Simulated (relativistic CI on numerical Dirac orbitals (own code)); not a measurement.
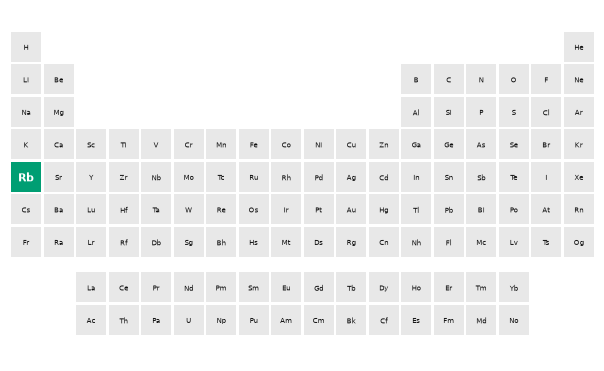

The place of rubidium in the periodic table.

**Relativistic CI calculation, with input and output: Rb⁺**

Rb⁺. Level asked for: Dirac-Coulomb-Breit CI, KLI orbitals optimised for each configuration, model QED (radiative potential, 1s self-energy scaled to tabulated hydrogen-like ionisation energies), numerical settings as typed (relativistic CI on numerical Dirac orbitals, in-house).

## Input file
```
atom Rb  Z=37  charge=1  electrons=36
nucleus A=85  rms_radius_fm=4.2036
hamiltonian dirac-coulomb  breit=on  qed=on  c_scale=0.2
orbitals kli  potential=per-configuration
slater_scale 1
correlation none
mixing on
grid step=0.0125 r_max=74.5
scf mixing=0.4 start=green max_iterations=61 tolerance=2e-08 node_fill=0.05
configurations
  [Ar] 3d10 4s2 4p6
end
```

Hardware: 1 CPU thread, shared host.

The run was one of a batch that the task file lists, launched with:
```bash
python <driver script> task.json out
```

The program writes its results to a structured record and prints no log; tables and figures of this report are taken from that record.

## What the run reported

```
quantity          value
 outcome  not converged
```

## What went wrong

The input is odd on purpose: speed of light. The run did not meet its convergence test, so its last values are not results. Caveats: SCF of 1s2 2s2 2p6 3s2 3p6 3d10 4s2 4p6 stopped: an orbital could not be found.
